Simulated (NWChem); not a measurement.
# AlH2O (SMILES [O][AlH2]): levels of theory compared

We compute a comparison of 6 runs (UHF/STO-3G, UHF/3-21G, UHF/def2-SVP, UB3LYP/6-31G*, UCAM-B3LYP/def2-TZVP, UMP2/def2-SVP) of AlH2O. 

The results are computed with NWChem 7.3.0.

### 1 The structure to begin with

AlH2O has 4 atoms, charge 0, and is taken as a doublet. As SMILES, `[O][AlH2]`. The shape is that of a PBE0-D4/def2-TZVP optimisation.

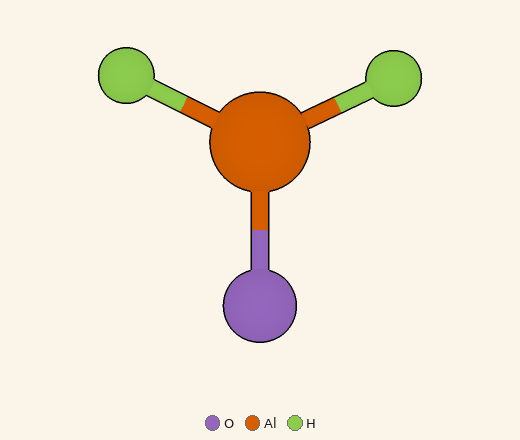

Viewed from a chosen angle; oxygen purple, aluminium orange, hydrogen green.

### 2 Energy and gradient at UHF/STO-3G (run 1)

nw.xyz

```xyz
4

O      0.062600    -0.856300     1.401400
Al     0.011300     0.029900    -0.080400
H     -1.149600    -0.360800    -1.076000
H      1.131100     1.126800    -0.265300
```

nw.nw

```
start nw
memory 2200 mb

geometry noautosym nocenter noautoz
  load format xyz nw.xyz
end

basis spherical bse
  * library STO-3G
end

scf
  nopen 1
  uhf
  thresh 1e-08
  maxiter 80
  print low
end

task scf gradient
```

On the command line:

```bash
$ nwchem nw.nw > nw.out
```

The program printed:

```text
[...]
  functions       =    16
[...]
  wavefunction    = UHF
[...]
         Total SCF energy =   -314.004283545516
      One electron energy =   -526.843026743528
      Two electron energy =    169.053609055016
 Nuclear repulsion energy =     43.785134142996
                       Sz =      0.5000
                 Sz(Sz+1) =      0.7500
                      S^2 =      0.7562
[...]
                         UHF ENERGY GRADIENTS
    atom               coordinates                        gradient
                 x          y          z           x          y          z
   1 O       0.118297  -1.618172   2.648262    0.000381  -0.006627   0.011086
   2 Al      0.021354   0.056503  -0.151934    0.000699  -0.011541   0.019295
   3 H      -2.172429  -0.681813  -2.033345   -0.034751  -0.013228  -0.027355
   4 H       2.137469   2.129343  -0.501344    0.033671   0.031396  -0.003026
 Task  times  cpu:        0.4s     wall:        0.4s
 Total times  cpu:        0.4s     wall:        0.4s
```

Wall time 0.97 s (1 thread of Intel Xeon Platinum 8488C (Sapphire Rapids), shared host); peak memory 0.1 GiB.

### 3 Energy and gradient at UHF/3-21G (run 2)

alh2o.xyz

```xyz
4
AlH2O gradient
O      0.062600    -0.856300     1.401400
Al     0.011300     0.029900    -0.080400
H     -1.149600    -0.360800    -1.076000
H      1.131100     1.126800    -0.265300
```

alh2o.nw

```
start alh2o
title "AlH2O gradient"
memory 2200 mb

geometry units angstrom noautosym nocenter noautoz
  load alh2o.xyz
end

basis spherical bse
  O library 3-21G
  Al library 3-21G
  H library 3-21G
end

scf
  doublet
  uhf
  thresh 1e-08
  maxiter 80
  noprint "final vectors analysis"
end

task scf gradient
```

On the command line:

```bash
$ nwchem alh2o.nw > alh2o.out
```

The program printed:

```text
[...]
  functions       =    26
[...]
  wavefunction    = UHF
[...]
         Total SCF energy =   -316.179111828238
      One electron energy =   -526.842179949688
      Two electron energy =    166.877933978454
 Nuclear repulsion energy =     43.785134142996
                       Sz =      0.5000
                 Sz(Sz+1) =      0.7500
                      S^2 =      0.7564
[...]
                         UHF ENERGY GRADIENTS
    atom               coordinates                        gradient
                 x          y          z           x          y          z
   1 O       0.118297  -1.618172   2.648262   -0.000619   0.010663  -0.017826
   2 Al      0.021354   0.056503  -0.151934    0.000548  -0.009097   0.015218
   3 H      -2.172429  -0.681813  -2.033345    0.001952   0.000469   0.001981
   4 H       2.137469   2.129343  -0.501344   -0.001881  -0.002036   0.000626
[...]
```

Run time: 1.2 s. Hardware: 1 thread of Intel Xeon Platinum 8488C (Sapphire Rapids), shared host; peak memory 0.1 GiB.

Runs 3 to 5 aren't shown in full; the table further down has their settings and results.

### 4 Energy and gradient at UMP2/def2-SVP (run 6)

work.nw

```
start work
title "AlH2O"
memory 2200 mb
geometry units angstroms noautosym nocenter noautoz
   O        0.062600      -0.856300       1.401400
   Al       0.011300       0.029900      -0.080400
   H       -1.149600      -0.360800      -1.076000
   H        1.131100       1.126800      -0.265300
end
basis spherical bse
   * library def2-SVP
end
scf
   nopen 1
   uhf
   thresh 1e-08
   maxiter 80
   print low
end
mp2
   freeze core 6
   tight
end
task mp2 gradient
```

On the command line:

```bash
$ nwchem work.nw > work.out
```

The program printed:

```text
[...]
  functions       =    42
[...]
  wavefunction    = UHF
[...]
         Total SCF energy =   -317.784356052652
      One electron energy =   -528.716357980693
      Two electron energy =    167.146867785044
 Nuclear repulsion energy =     43.785134142996
                       Sz =      0.5000
                 Sz(Sz+1) =      0.7500
                      S^2 =      0.7566
[...]
          Total MP2 energy          -317.990302525708
[...]
                         mp2 ENERGY GRADIENTS
    atom               coordinates                        gradient
                 x          y          z           x          y          z
   1 O       0.118297  -1.618172   2.648262   -0.000379   0.006512  -0.010884
   2 Al      0.021354   0.056503  -0.151934    0.000447  -0.007372   0.012332
   3 H      -2.172429  -0.681813  -2.033345   -0.002431  -0.001131  -0.001579
   4 H       2.137469   2.129343  -0.501344    0.002363   0.001991   0.000132
[...]
```

Wall time 5.4 s (1 thread of Intel Xeon Platinum 8488C (Sapphire Rapids), shared host); peak memory 0.11 GiB.

### 5 Overview of the runs

```
run                                level  iteration cap  module  energy (Eh)   ⟨S²⟩  largest force (eV/Å)  wall time
  1                           UHF/STO-3G             80     scf  -314.004284  0.756                 2.374     0.97 s
  2                            UHF/3-21G             80     scf  -316.179112  0.756                 1.069      1.2 s
  3                         UHF/def2-SVP             80     scf  -317.784356  0.757                 0.399      3.3 s
  4  UB3LYP/6-31G* (spherical functions)            100     dft  -318.801003  0.754                 0.355       12 s
  5                 UCAM-B3LYP/def2-TZVP            100     dft  -318.823696  0.754                 0.148       66 s
  6                        UMP2/def2-SVP             80     mp2  -317.990303  0.757                 0.739      5.4 s
```

### 6 Results

| quantity | value |
| --- | --- |
| run 6: total energy | -317.99030 Eh |
| run 6: dipole moment (of the density that the program reports) | 1.47 D |
| run 6: correlation energy (6 core orbitals frozen) | -205.9 mEh |
| run 6: ⟨S²⟩ of the reference determinant | 0.757 |
| run 6: largest force on an atom | 0.739 eV/Å |

In words: Over runs 2, 3, 4, 5, 6 the dipole moment (its size) runs from 1.47 D (UMP2/def2-SVP) to 1.88 D (UHF/3-21G). The two ends differ in method and basis. Totals of different functionals can't be ranked against each other. In run 1 the basis is minimal, so the values are rough. All runs together took 89 s, the longest 66 s.
